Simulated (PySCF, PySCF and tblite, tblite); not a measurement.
# C3H9PSi2: conformers and averaged spectra

Which conformers does C3H9PSi2 (`CC1=C[SiH2]P[SiH2]1`) populate, and what do their averaged NMR parameters look like?

Programs: PySCF 2.14.0 with density-fitted response routines of our own, and tblite 0.8.0. All values are computed, except where a source is named. Atoms count from 0 throughout.

### 1 The molecule as given

15 atoms, charge 0, multiplicity 1; geometry from: MMFF94s geometry.

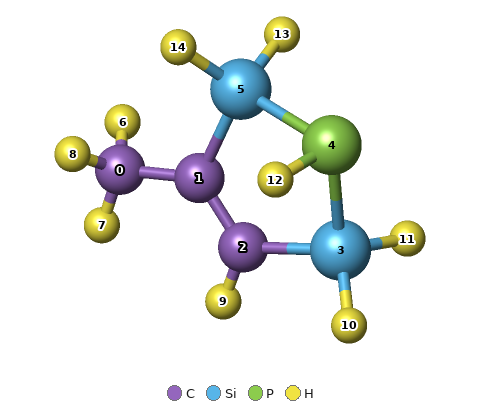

The starting geometry (carbon purple, silicon blue, phosphorus green, hydrogen yellow), atoms numbered.

### 2 GFN2-xTB relaxation, conformer 1

What the job is given:

```
{"job": {"xc": "GFN2-xTB", "basis": "xTB", "kind": "relax"}, "charge": 0, "multiplicity": 1}
C     -1.971700    -0.876400    -0.382700
C     -0.610100    -0.301200    -0.225400
C      0.538800    -1.023700    -0.333200
Si     2.164100    -0.198000    -0.117800
P      1.621800     1.654000     1.004100
Si    -0.456700     1.510700     0.179300
H     -2.512300    -0.375400    -1.204700
H     -1.938900    -1.939000    -0.610500
H     -2.560800    -0.761800     0.538000
H      0.535700    -2.079900    -0.562100
H      3.077700    -1.032300     0.711100
H      2.756500     0.147400    -1.416900
H      1.339800     1.025500     2.239000
H     -0.555600     2.320900    -1.056900
H     -1.432600     1.937000     1.216800
```

Run with:

```console
$ OMP_NUM_THREADS=1 python ens_run.py task.json out
```

One launch serves the whole session.

The log of the run:

```text
step      E/eV     max force
  0    -461.28802    1.899
  1    -461.35449    1.250
  2    -461.37798    0.364
  3    -461.38726    0.260
  4    -461.39864    0.298
  5    -461.40543    0.223
  6    -461.40951    0.143
  7    -461.41159    0.113
  8    -461.41353    0.115
  9    -461.41522    0.109
 10    -461.41653    0.079
 11    -461.41750    0.082
 12    -461.41842    0.075
 13    -461.41932    0.073
 14    -461.42006    0.057
 15    -461.42064    0.052
 16    -461.42117    0.065
 17    -461.42176    0.066
 18    -461.42247    0.062
 19    -461.42331    0.071
 20    -461.42434    0.086
 21    -461.42568    0.122
 22    -461.42742    0.149
 23    -461.42950    0.151
 24    -461.43162    0.126
 25    -461.43348    0.100
 26    -461.43492    0.109
 27    -461.43626    0.133
 28    -461.43791    0.156
 29    -461.43983    0.167
 30    -461.44186    0.160
 31    -461.44386    0.131
 32    -461.44569    0.107
 33    -461.44731    0.119
 34    -461.44870    0.090
 35    -461.44983    0.093
 36    -461.45076    0.084
 37    -461.45140    0.113
 38    -461.45222    0.113
 39    -461.45304    0.080
 40    -461.45510    0.102
 41    -461.45597    0.094
 42    -461.45729    0.072
 43    -461.45775    0.051
 44    -461.45804    0.046
 45    -461.45833    0.051
 46    -461.45879    0.050
 47    -461.45932    0.057
 48    -461.45973    0.043
 49    -461.45995    0.035
 50    -461.45995    0.035
 51    -461.46004    0.031
 52    -461.46030    0.023
 53    -461.46035    0.022
 54    -461.46042    0.020
 55    -461.46046    0.024
 56    -461.46053    0.028
 57    -461.46064    0.031
 58    -461.46079    0.033
 59    -461.46094    0.033
 60    -461.46103    0.026
 61    -461.46110    0.021
 62    -461.46116    0.025
 63    -461.46123    0.024
 64    -461.46129    0.016
 65    -461.46134    0.015
 66    -461.46137    0.015
 67    -461.46141    0.022
 68    -461.46145    0.024
 69    -461.46150    0.018
 70    -461.46153    0.013
 71    -461.46155    0.012
 72    -461.46158    0.018
 73    -461.46161    0.019
 74    -461.46164    0.014
 75    -461.46165    0.012
 76    -461.46166    0.009
 77    -461.46167    0.008
 78    -461.46168    0.006
 79    -461.46169    0.006
 80    -461.46169    0.006
 81    -461.46170    0.008
 82    -461.46170    0.008
 83    -461.46171    0.005
 84    -461.46171    0.003
```

Run time: 0.53 s. Hardware: 1 thread of Arm Neoverse V2, shared host.

Relaxing gained 0.174 eV and moved the atoms by 0.36 Å on average (rms).

### 3 Shieldings, conformer 1: B3LYP/pcSseg-1 in dichloromethane

What the job is given:

```
{"job": {"xc": "B3LYP", "basis": "pcSseg-1", "solvent": "dichloromethane", "kind": "nmr", "pop": true}, "charge": 0, "multiplicity": 1}
C     -1.987730    -0.889383    -0.512947
C     -0.628046    -0.334544    -0.232095
C      0.493832    -1.043857    -0.372601
Si     2.183446    -0.281350    -0.019660
P      1.692527     1.826156     0.589077
Si    -0.503206     1.476624     0.338010
H     -2.471905    -0.303972    -1.293373
H     -1.939718    -1.929638    -0.830372
H     -2.610299    -0.820027     0.377990
H      0.443907    -2.074783    -0.705920
H      2.886368    -1.005394     1.045157
H      3.010937    -0.233624    -1.229476
H      1.704521     1.576302     1.944913
H     -1.020195     2.373592    -0.700976
H     -1.258853     1.671887     1.580362
```

The log of the run:

```text
coarse grid: 13712 points
cycle   1  E = -1040.0118011905  dE =  4.408e-01  |g| = 4.109e-01  |ddm| = 3.585e+00
cycle   2  E = -1039.9909876270  dE =  2.081e-02  |g| = 4.917e-01  |ddm| = 9.204e-01
cycle   3  E = -1040.0575589191  dE = -6.657e-02  |g| = 4.442e-02  |ddm| = 5.643e-01
cycle   4  E = -1040.0580186035  dE = -4.597e-04  |g| = 2.361e-02  |ddm| = 8.126e-02
cycle   5  E = -1040.0581619500  dE = -1.433e-04  |g| = 3.221e-03  |ddm| = 2.836e-02
cycle   6  E = -1040.0581637235  dE = -1.773e-06  |g| = 1.679e-03  |ddm| = 4.555e-03
final grid: 117752 points
cycle   7  E = -1040.0949782755  dE = -1.746e-05  |g| = 5.289e-03  |ddm| = 1.784e-02
cycle   8  E = -1040.0949730200  dE =  5.256e-06  |g| = 6.893e-03  |ddm| = 1.040e-02
cycle   9  E = -1040.0949850357  dE = -1.202e-05  |g| = 1.103e-03  |ddm| = 6.264e-03
cycle  10  E = -1040.0949853336  dE = -2.979e-07  |g| = 1.981e-04  |ddm| = 1.029e-03
cycle  11  E = -1040.0949853432  dE = -9.568e-09  |g| = 5.208e-05  |ddm| = 2.432e-04
cycle  12  E = -1040.0949853438  dE = -5.916e-10  |g| = 1.872e-05  |ddm| = 6.541e-05
converged SCF energy = -1040.0949853438

GIAO shielding tensors (ppm)
atom      isotropic    diamagn.    paramagn.     s11        s22        s33       span
  0 C      153.877     245.908     -92.031    136.279    143.563    181.788     45.509
  1 C        6.892     262.144    -255.253   -102.174    -27.460    150.308    252.482
  2 C       34.078     257.982    -223.904    -63.222     27.163    138.293    201.515
  3 Si     358.634     881.059    -522.425    255.623    391.055    429.225    173.602
  4 P      650.110     970.067    -319.957    580.597    658.787    710.948    130.351
  5 Si     357.465     882.281    -524.816    251.289    388.034    433.073    181.784
  6 H       29.494      28.876       0.618     25.564     28.355     34.561      8.997
  7 H       29.352      29.727      -0.375     25.235     28.498     34.324      9.090
  8 H       29.488      29.100       0.388     25.541     28.445     34.478      8.937
  9 H       24.959      32.699      -7.740     23.687     24.300     26.890      3.203
 10 H       26.768      29.459      -2.690     23.082     24.617     32.606      9.523
 11 H       27.055      29.452      -2.397     22.932     25.206     33.026     10.095
 12 H       31.474      32.135      -0.661     25.498     27.193     41.730     16.233
 13 H       27.173      30.193      -3.020     22.859     25.955     32.704      9.845
 14 H       26.864      30.288      -3.425     22.979     25.424     32.188      9.209
```

Wall time 18 s (1 thread of Arm Neoverse V2, shared host); peak memory 0.85 GiB.

Key values: HOMO -6.96 eV, LUMO -0.59 eV; dipole 2.61 D.

### 4 The ensemble: properties at B3LYP/pcSseg-1 in dichloromethane

What the job is given:

```
{"job": {"study": "conf", "smiles": "CC1=C[SiH2]P[SiH2]1", "search": {"seed": 4320, "n_embed": 60, "ff_keep": 14, "window": 3.0, "nmax": 10, "temps": [200, 250, 298.15, 350, 400], "t_ref": 298.15, "order": 0.0005}, "level": {"nmr": {"xc": "B3LYP", "basis": "pcSseg-1", "solvent": "dichloromethane"}}, "kind": "conf"}, "charge": 0, "multiplicity": 1}
C     -1.987730    -0.889383    -0.512947
C     -0.628046    -0.334544    -0.232095
C      0.493832    -1.043857    -0.372601
Si     2.183446    -0.281350    -0.019660
P      1.692527     1.826156     0.589077
Si    -0.503206     1.476624     0.338010
H     -2.471905    -0.303972    -1.293373
H     -1.939718    -1.929638    -0.830372
H     -2.610299    -0.820027     0.377990
H      0.443907    -2.074783    -0.705920
H      2.886368    -1.005394     1.045157
H      3.010937    -0.233624    -1.229476
H      1.704521     1.576302     1.944913
H     -1.020195     2.373592    -0.700976
H     -1.258853     1.671887     1.580362
```

The log of the run:

```text
conformer  sym    E(xTB)   E(DFT)   G(298.15 K)  weight  dipole/D
    1     C1      0.000    0.000    0.000   1.0000    2.615

mean shielding (ppm) by class
class atoms           200 K      250 K   298.15 K      350 K      400 K
  0 C  0            153.877    153.877    153.877    153.877    153.877
  1 C  1              6.892      6.892      6.892      6.892      6.892
  2 C  2             34.078     34.078     34.078     34.078     34.078
  3 Si 3            358.635    358.635    358.635    358.635    358.635
  4 P  4             650.11     650.11     650.11     650.11     650.11
  5 Si 5            357.465    357.465    357.465    357.465    357.465
  6 H  6,7,8         29.445     29.445     29.445     29.445     29.445
  7 H  9             24.959     24.959     24.959     24.959     24.959
  8 H  10,11         26.912     26.912     26.912     26.912     26.912
  9 H  12            31.474     31.474     31.474     31.474     31.474
 10 H  13,14         27.018     27.018     27.018     27.018     27.018
```

It took 19 s on 1 thread of Arm Neoverse V2, shared host. This counts the runs that the step sums up.

The search (ETKDG and KDG, MMFF94s, GFN2-xTB) embedded 60 structures, kept 1 distinct ones after the force field and 1 after xTB; 1 was carried on (window 3.0 kcal/mol at the search's own energies). Energies: B3LYP/pcSseg-1 in dichloromethane with D3(BJ).

Conformer by conformer (298 K):

```csv
no.,group,mirror pair,ΔE xTB,ΔE DFT,ΔG,weight (%),μ (D),"A, B, C (GHz)"
1,C1,yes,0.00,0.00,0.00,100.0,2.62,"2.69, 1.59, 1.04"
```

Energies in kcal/mol. ΔG holds xTB vibrations and rotation, symmetry numbers and mirror pairs.

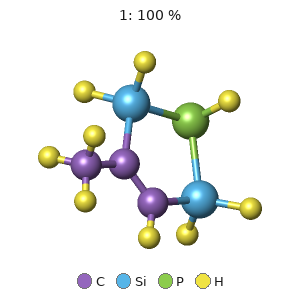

The one conformer.

Shifts against references run at the same level (¹H TMS 31.81, ¹³C TMS 182.7, ²⁹Si TMS 334.2 ppm of shielding), by class of atoms, at 298 K:

```csv
atoms,environment,average
C1,fully substituted alkene carbon,175.8
C2,alkene CH,148.6
C0,allylic methyl carbon,28.8
H9,hydrogen on an alkene CH,6.85
"H10, H11","hydrogen on a silicon bonded to C, P, in a 5-membered ring",4.90
"H13, H14","hydrogen on a silicon bonded to C, P, in a 5-membered ring",4.79
"H6, H7, H8",hydrogen on an allylic methyl carbon,2.37
H12,"hydrogen on a phosphorus bonded to 2 Si, in a 5-membered ring",0.34
Si5,"silicon bonded to C, P, 2 H, in a 5-membered ring",-23.2
Si3,"silicon bonded to C, P, 2 H, in a 5-membered ring",-24.4
P4,"phosphorus bonded to 2 Si, H, in a 5-membered ring",650.1 (σ)
```

Effective distances for nuclear Overhauser effects, ⟨r⁻⁶⟩^(−1/6) over all pairs of two classes (Å): H6···H9 2.78; H9···H10 3.20; H10···H12 3.24; H12···H13 3.25; H6···H13 3.49.

### 5 What came out

| quantity | value |
| --- | --- |
| conformers | 1; the first in weight is no. 1 (C1), 100 % at 298 K |
| root-mean-square dipole | 2.62 D |
| averaged ¹³C shifts (B3LYP/pcSseg-1 in dichloromethane) | 175.8, 148.6, 28.8 ppm |
| averaged ¹H shifts (B3LYP/pcSseg-1 in dichloromethane) | 6.85, 4.90, 4.79, 2.37, 0.34 ppm |
| averaged ²⁹Si shifts (B3LYP/pcSseg-1 in dichloromethane) | -23.2, -24.4 ppm |

What this shows: The search found one conformer in the window, so the averages are its own values. Classes follow the bond graph; a pyramidal P, As or Sb inverts slowly, so protons on its two sides can differ where one class is shown.
